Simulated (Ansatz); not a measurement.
**Ge₉H₁₄O: density, localisation and related maps**

Input

```
crystal:
  periodic: [false, false, false]
  atoms:
    - {symbol: Ge, position_ang: [0.319286, -2.928867, -0.008263]}
    - {symbol: Ge, position_ang: [0.302645, -0.049422, -2.788035]}
    - {symbol: Ge, position_ang: [-2.496829, -0.090566, 0.082399]}
    - {symbol: Ge, position_ang: [0.307595, 0.012183, 2.931019]}
    - {symbol: Ge, position_ang: [0.295936, 2.787805, 0.048613]}
    - {symbol: Ge, position_ang: [-1.102194, -1.473239, -1.379643]}
    - {symbol: Ge, position_ang: [1.651441, -1.533908, 1.542623]}
    - {symbol: Ge, position_ang: [1.694663, 1.379096, -1.376351]}
    - {symbol: Ge, position_ang: [-1.111772, 1.377700, 1.467982]}
    - {symbol: O, position_ang: [3.317445, -1.561386, 1.574388]}
    - {symbol: H, position_ang: [1.271214, -3.798069, -0.875227]}
    - {symbol: H, position_ang: [-0.586036, -3.863428, 0.849099]}
    - {symbol: H, position_ang: [1.186679, -0.937012, -3.710949]}
    - {symbol: H, position_ang: [-0.608248, 0.833718, -3.688958]}
    - {symbol: H, position_ang: [-3.384111, -0.995904, 0.985881]}
    - {symbol: H, position_ang: [-3.437806, 0.784328, -0.797107]}
    - {symbol: H, position_ang: [-0.599051, -0.847626, 3.862007]}
    - {symbol: H, position_ang: [1.252422, 0.883131, 3.803907]}
    - {symbol: H, position_ang: [-0.612918, 3.688199, -0.837156]}
    - {symbol: H, position_ang: [1.176139, 3.711275, 0.939429]}
    - {symbol: H, position_ang: [-2.018227, -2.376925, -2.263775]}
    - {symbol: H, position_ang: [2.627889, 2.260180, -2.255277]}
    - {symbol: H, position_ang: [2.587647, 0.477712, -0.472924]}
    - {symbol: H, position_ang: [-2.033821, 2.260994, 2.366317]}
basis:
  gaussian: {orbitals: def2-TZVP, fitting: {mean_field: def2-universal-jkfit}, initial_orbitals: start.molden}
hamiltonian: {xc: pbe0, dispersion: d4}
scf: {omitted_lower_state_checks: [starts]}
output: {orbitals: {seedname: orbitals}}
```

Run with:

```sh
ansatz run in.yaml --threads 2 --pin off --events-out ev --progress --plain --max-ram 32768MiB --backend cuda --devices 0, --max-vram 18GiB
```

Geometry: PBE-D4/def2-SVP.

Method: RKS PBE0-D4/def2-TZVP (Ansatz).

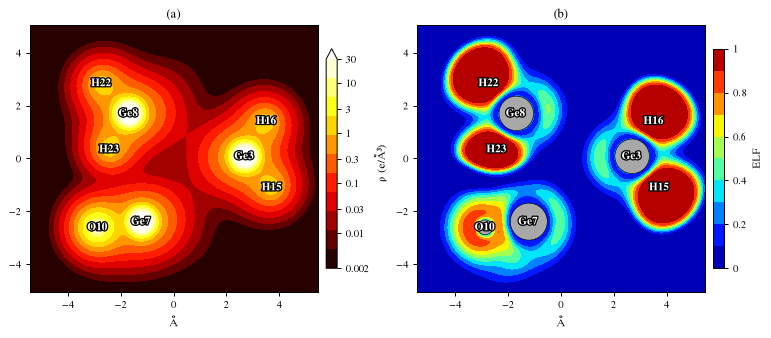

Figure 1. (a) electron density; (b) electron localisation function on the plane of atoms H22, Ge8 and H23. Grey discs cover the atomic cores in the ELF map.

### Describe what can be read from this map.

- Atoms in the plane: Ge, O and H.
- Ge–O (1.67 Å): ρ at the midpoint is about 1.3 e/Å³; the ELF peaks at about 0.80 in the valence shell of O, 0.6 Å from its nucleus, and is about 0.30 at the midpoint.
- Ge–H (1.56 Å): ρ at the midpoint is about 1 e/Å³; the ELF climbs to about 1 towards the hydrogen.
- The ELF also peaks beside O10, away from the bonds: lone-pair regions.

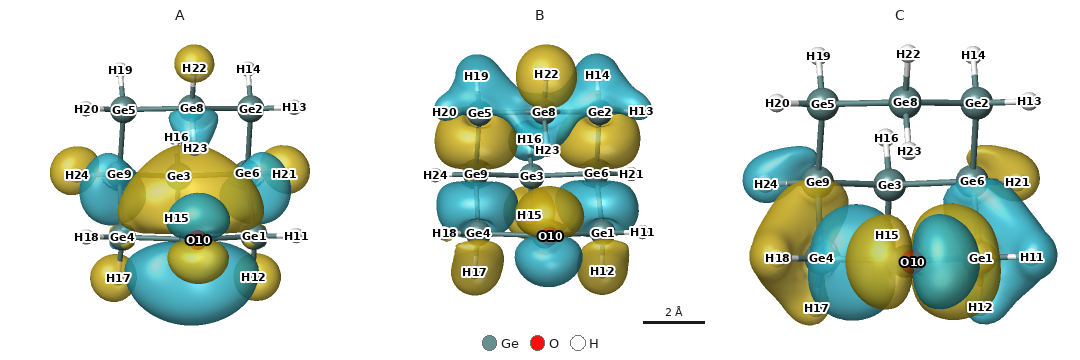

Figure 2. Three frontier orbitals at ±0.05 Å⁻³ᐟ² (yellow and cyan are the two phases), in no order.

### Order the three orbitals by energy and name them.

B is the HOMO−1 (−7.84 eV). Its weight (Hirshfeld) is mainly on O10 (about 25 %), Ge6 (about 10 %), Ge9 (about 10 %), Ge2 (about 10 %), Ge5 (about 10 %) and Ge7 (about 5 %). C is the HOMO (−6.75 eV). It lies mainly on O10 (about 45 %), Ge7 (about 15 %), Ge1 (about 15 %) and Ge4 (about 15 %). A is the LUMO (−2.59 eV). By Hirshfeld shares it lies mainly on Ge7 (about 45 %), O10 (about 15 %), Ge1 (about 10 %) and Ge4 (about 10 %).

### What is the HOMO–LUMO gap?

4.16 eV between the orbital energies.

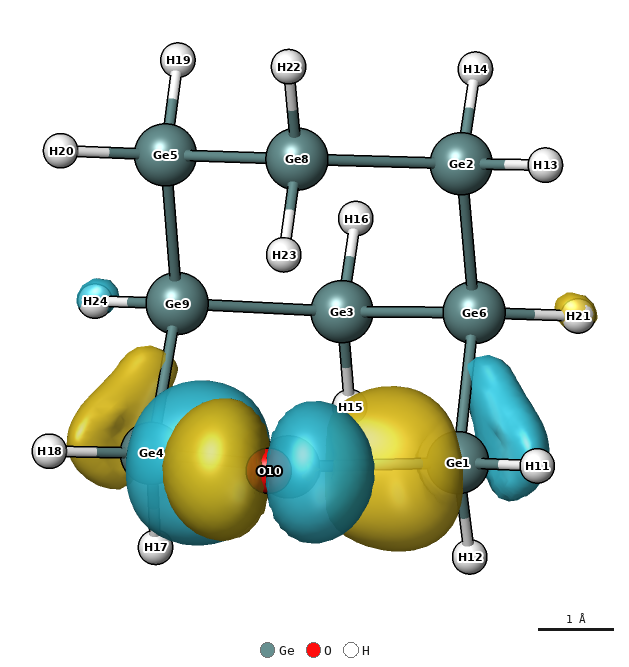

Figure 3. The HOMO at ±0.1 Å⁻³ᐟ² (yellow and cyan are the two phases), seen at a tilt.

### Describe this orbital and give its energy.

Its weight (Hirshfeld) is mainly on O10 (about 45 %), Ge7 (about 15 %), Ge1 (about 15 %) and Ge4 (about 15 %). Its energy is −6.75 eV.
